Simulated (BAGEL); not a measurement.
# CH6O2Si (SMILES C[SiH](O)O), step by step

Aim: a single-point energy (HF/def2-SV(P)), then a single-point energy (NEVPT2(2,2)/def2-SV(P)), then a single-point energy (CASPT2(2,2)/def2-SV(P)) of CH6O2Si. 

Program for the calculation: BAGEL 1.2.2.

2 further runs of the same task are left out: 2 set aside as unsound or not needed.

## (1) The molecule

CH6O2Si has 10 atoms, charge 0, and is taken as a singlet. SMILES: `C[SiH](O)O`. The Si2–O3 distance was set to 3.129 Å, away from the relaxed value. At this shape a bond of the SMILES string is far longer than usual.

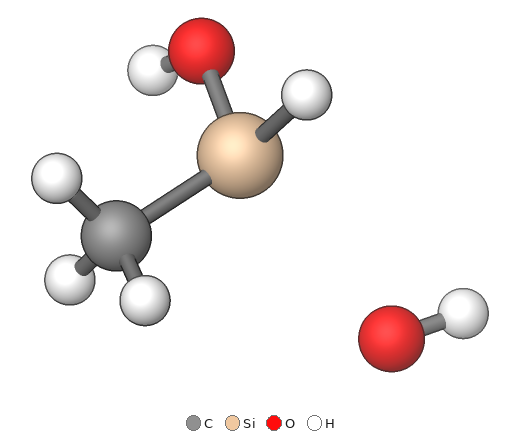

Viewed from a chosen angle; carbon grey, silicon light orange, oxygen red, hydrogen white.

## (2) A single-point energy at HF/def2-SV(P) (density fitting with svp-jkfit) (run 1)

Input file input.json:

```json
{ "bagel": [

{
  "title": "molecule",
  "basis": "def2-sv_p_.json",
  "df_basis": "svp-jkfit",
  "angstrom": true,
  "geometry": [
    { "atom": "C", "xyz": [   -1.412607,    1.550169,   -1.004978 ] },
    { "atom": "Si", "xyz": [    0.397893,    1.382369,   -0.651778 ] },
    { "atom": "O", "xyz": [    0.650400,   -1.156000,    1.160800 ] },
    { "atom": "O", "xyz": [    1.305393,    1.260869,   -2.020178 ] },
    { "atom": "H", "xyz": [   -1.800707,    0.652569,   -1.494178 ] },
    { "atom": "H", "xyz": [   -1.973007,    1.691469,   -0.077778 ] },
    { "atom": "H", "xyz": [   -1.604007,    2.406169,   -1.655978 ] },
    { "atom": "H", "xyz": [    0.968993,    2.572269,    0.026122 ] },
    { "atom": "H", "xyz": [    1.521500,   -1.366900,    1.499800 ] },
    { "atom": "H", "xyz": [    1.072493,    0.574769,   -2.647478 ] }
  ]
},
{ "title": "hf" },
{ "title": "print", "file": "orbitals.molden", "orbitals": true }

]}
```

The basis set def2-SV(P) is read from a file made from the Basis Set Exchange's data (not shown).

Run with:

```sh
$ BAGEL_NUM_THREADS=1 BAGEL input.json > input.out
```

The program printed:

```text
* using 1 threads per process

  ===============================================================
  ===============================================================

  *** Geometry ***

  { "atom" : "C", "xyz" : [     -2.669440,      2.929395,     -1.899133 ] },
  { "atom" : "Si", "xyz" : [      0.751909,      2.612299,     -1.231682 ] },
  { "atom" : "O", "xyz" : [      1.229078,     -2.184523,      2.193594 ] },
[... 6 lines of this table left out ...]
  { "atom" : "H", "xyz" : [      2.026718,      1.086156,     -5.003008 ] },

  Number of auxiliary basis functions:      465

  Since a DF basis is specified, we compute 2- and 3-index integrals:
    o Being stored without compression. Storage requirement is 0.019 GB

  Number of basis functions:       72
  Number of electrons      :       42

    * METHOD: MOLECULE                             0.31

  *** RHF ***

  === Nuclear Repulsion ===
   156.0064335890

      * DIIS with orbital gradients will be used.

  === RHF iteration (def2-sv_p_.json) ===
      0       -479.16489096          0.02921329           0.07
      1       -478.95553042          0.03466028           0.07
      2       -479.58932347          0.00746217           0.07
[... 16 lines of this table left out ...]
     19       -479.62044431          0.00000001           0.07
    * SCF iteration converged.

    * Permanent dipole moment:
           (    0.490435,    -1.657218,     1.671410) a.u.

    * METHOD: HF                                   1.57

    * METHOD: PRINT                                0.03

  ===============================================================
```

It took 2.1 s on 1 thread of Arm Neoverse N1, shared host; peak memory 0.15 GiB.

## (3) A single-point energy at NEVPT2(2,2)/def2-SV(P) (density fitting with svp-jkfit) (run 2)

Input file calc.json:

```json
{ "bagel" : [

{
  "title" : "molecule",
  "basis" : "def2-sv_p_.json",
  "df_basis" : "svp-jkfit",
  "angstrom" : "true",
  "geometry" : [
    { "atom" : "C", "xyz" : [      -1.412607,       1.550169,      -1.004978 ] },
    { "atom" : "Si", "xyz" : [       0.397893,       1.382369,      -0.651778 ] },
    { "atom" : "O", "xyz" : [       0.650400,      -1.156000,       1.160800 ] },
    { "atom" : "O", "xyz" : [       1.305393,       1.260869,      -2.020178 ] },
    { "atom" : "H", "xyz" : [      -1.800707,       0.652569,      -1.494178 ] },
    { "atom" : "H", "xyz" : [      -1.973007,       1.691469,      -0.077778 ] },
    { "atom" : "H", "xyz" : [      -1.604007,       2.406169,      -1.655978 ] },
    { "atom" : "H", "xyz" : [       0.968993,       2.572269,       0.026122 ] },
    { "atom" : "H", "xyz" : [       1.521500,      -1.366900,       1.499800 ] },
    { "atom" : "H", "xyz" : [       1.072493,       0.574769,      -2.647478 ] }
  ]
},

{ "title" : "hf" },

{ "title" : "casscf", "nstate" : 1, "nact" : 2, "nclosed" : 20, "active" : [21, 22], "maxiter" : 200, "natocc" : "true" },

{ "title" : "nevpt2", "nstate" : 1, "nact" : 2, "nclosed" : 20, "active" : [21, 22], "maxiter" : 200, "natocc" : "true", "ncore" : 8 },

{ "title" : "print", "file" : "orbitals.molden", "orbitals" : "true" }

]}
```

The basis set def2-SV(P) is read from a file made from the Basis Set Exchange's data (not shown).

Run with:

```sh
$ BAGEL_NUM_THREADS=1 BAGEL calc.json > calc.out
```

The program printed:

```text
* using 1 threads per process

  ===============================================================
  ===============================================================

  *** Geometry ***

  { "atom" : "C", "xyz" : [     -2.669440,      2.929395,     -1.899133 ] },
  { "atom" : "Si", "xyz" : [      0.751909,      2.612299,     -1.231682 ] },
  { "atom" : "O", "xyz" : [      1.229078,     -2.184523,      2.193594 ] },
[... 6 lines of this table left out ...]
  { "atom" : "H", "xyz" : [      2.026718,      1.086156,     -5.003008 ] },

[... 23 lines left out ...]
    * SCF iteration converged.
[... 1 line left out ...]
    * Permanent dipole moment:
[... 27 lines left out ...]
    * Second-order optimization converged. *
[... 9 lines left out ...]
     * ci vector, state   0, <S^2> = 0.0000
[... 3 lines left out ...]
    * METHOD: CASSCF                               6.70

    * freezing 8 orbitals

  === DF-NEVPT2 calculation ===

    * 3-index integral transformation done
    * assembly done

      NEVPT2 correlation energy:   -0.5348235874      0.18

          (+0)     -0.4473447183
          (+0)'    -0.0181995199
          (+1)     -0.0191470927
          (+1)'    -0.0000000000
          (+2)     -0.0003336351
          (-1)     -0.0489004991
          (-1)'     0.0000000000
          (-2)     -0.0008981223

      NEVPT2 total energy:       -480.2330170567

    * METHOD: NEVPT2                               0.32

    * METHOD: PRINT                                0.03

  ===============================================================
```

Run time: 9.3 s. Hardware: 1 thread of Arm Neoverse N1, shared host; peak memory 0.15 GiB.

## (4) A single-point energy at CASPT2(2,2)/def2-SV(P) (density fitting with svp-jkfit) (run 3)

Input file input.json:

```json
{ "bagel": [

{
  "title": "molecule",
  "basis": "def2-sv_p_.json",
  "df_basis": "svp-jkfit",
  "angstrom": "true",
  "geometry": [
    { "atom": "C", "xyz": [      -1.412607,       1.550169,      -1.004978 ] },
    { "atom": "Si", "xyz": [       0.397893,       1.382369,      -0.651778 ] },
    { "atom": "O", "xyz": [       0.650400,      -1.156000,       1.160800 ] },
    { "atom": "O", "xyz": [       1.305393,       1.260869,      -2.020178 ] },
    { "atom": "H", "xyz": [      -1.800707,       0.652569,      -1.494178 ] },
    { "atom": "H", "xyz": [      -1.973007,       1.691469,      -0.077778 ] },
    { "atom": "H", "xyz": [      -1.604007,       2.406169,      -1.655978 ] },
    { "atom": "H", "xyz": [       0.968993,       2.572269,       0.026122 ] },
    { "atom": "H", "xyz": [       1.521500,      -1.366900,       1.499800 ] },
    { "atom": "H", "xyz": [       1.072493,       0.574769,      -2.647478 ] }
  ]
},

{
  "title": "hf"
},

{
  "title": "casscf",
  "nstate": 1,
  "nact": 2,
  "nclosed": 20,
  "active": [21, 22],
  "maxiter": 200,
  "natocc": "true"
},

{
  "title": "print",
  "file": "orbitals.molden",
  "orbitals": "true"
},

{
  "title": "smith",
  "method": "caspt2",
  "ms": "true",
  "xms": "true",
  "sssr": "true",
  "shift": 0.2,
  "shift_imag": "true",
  "ncore": 8
}

]}
```

The basis set def2-SV(P) is read from a file made from the Basis Set Exchange's data (not shown).

Run with:

```sh
$ BAGEL_NUM_THREADS=1 BAGEL input.json > input.out
```

The program printed:

```text
* using 1 threads per process

  ===============================================================
  ===============================================================

  *** Geometry ***

  { "atom" : "C", "xyz" : [     -2.669440,      2.929395,     -1.899133 ] },
  { "atom" : "Si", "xyz" : [      0.751909,      2.612299,     -1.231682 ] },
  { "atom" : "O", "xyz" : [      1.229078,     -2.184523,      2.193594 ] },
[... 6 lines of this table left out ...]
  { "atom" : "H", "xyz" : [      2.026718,      1.086156,     -5.003008 ] },

[... 25 lines left out ...]
    * Permanent dipole moment:
[... 37 lines left out ...]
     * ci vector, state   0, <S^2> = 0.0000
[... 21 lines left out ...]
       #      aibj      arbs      arbi      airj      risj      airs      arst      rist         Etot      error   time
[... 8 lines left out ...]
      ------------------------------------------------------------------------------------------------------------------

    * CASPT2 energy : state  0     -480.2400516260
        w/o shift correction       -480.2375429824
        reference weight              0.8575724021

    * METHOD: SMITH                                0.71

  ===============================================================
```

Run time: 9.6 s. Hardware: 1 thread of Arm Neoverse N1, shared host; peak memory 0.15 GiB.

## (5) Summary of results

| quantity | value |
| --- | --- |
| run 1, HF/def2-SV(P): total energy | -479.62044 Eh |
| run 1, HF/def2-SV(P): dipole moment | 6.11 D |
| run 1, HF/def2-SV(P): HOMO energy | -8.39 eV |
| run 1, HF/def2-SV(P): LUMO energy | 0.22 eV |
| run 1, HF/def2-SV(P): HOMO–LUMO gap | 8.61 eV |
| run 2, NEVPT2(2,2)/def2-SV(P): total energy | -480.23302 Eh |
| run 3, CASPT2(2,2)/def2-SV(P): total energy | -480.24005 Eh |

**Reading.** One bond (run 1, HF/def2-SV(P)) is far stretched, which a spin-restricted single reference describes badly; a broken-symmetry solution may lie lower.
